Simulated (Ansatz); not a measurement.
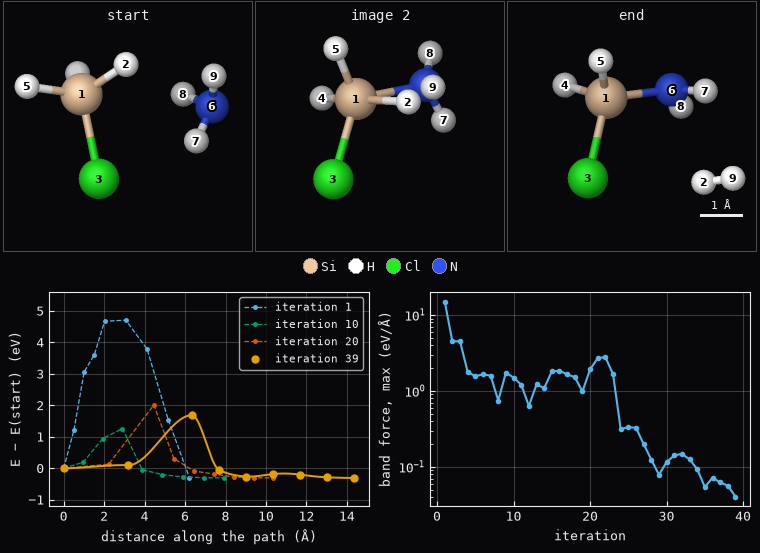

A search for the minimum-energy path of SiNH₆Cl, made up at the start of SiH3Cl and NH$_{3}$ by the nudged elastic band. Images are numbered from 0 (start) to 8 (end). The plot follows the band through its iterations. A ball-and-stick model, seen at a tilt.

Computed with RKS PBE0/def2-SVP in Ansatz. Run with 7 movable images; climbing image; force threshold 0.05 eV/Å; iteration limit 60; starting path through a guess of the saddle point.

Question: How did the profile develop, and is the result final?

Answer: The run is converged, with reservations. The band converged in 39 iterations. The largest component of the band force went from 15 to 0.041 eV/Å. The climbing image converged on the top of the path. Its vibrational analysis gives one imaginary mode (1421i cm⁻¹), as a transition state must have. The first iteration put the highest image at 4.71 eV. The highest point, image 2, lies 1.69 eV above the start and 1.99 eV above the end; the end is at −0.31 eV relative to the start. The profile has 2 maxima (images 2, 5) with a dip at image 4 (−0.26 eV), so the process runs in steps.

Limits of the set-up: the start holds two separate molecules, 2.7 Å apart at their closest, whose relative position is a soft coordinate and is computed without a dispersion correction.

Cost: 13 min on 1 thread of Arm Neoverse V1 (shared host), peak memory 0.18 GiB.
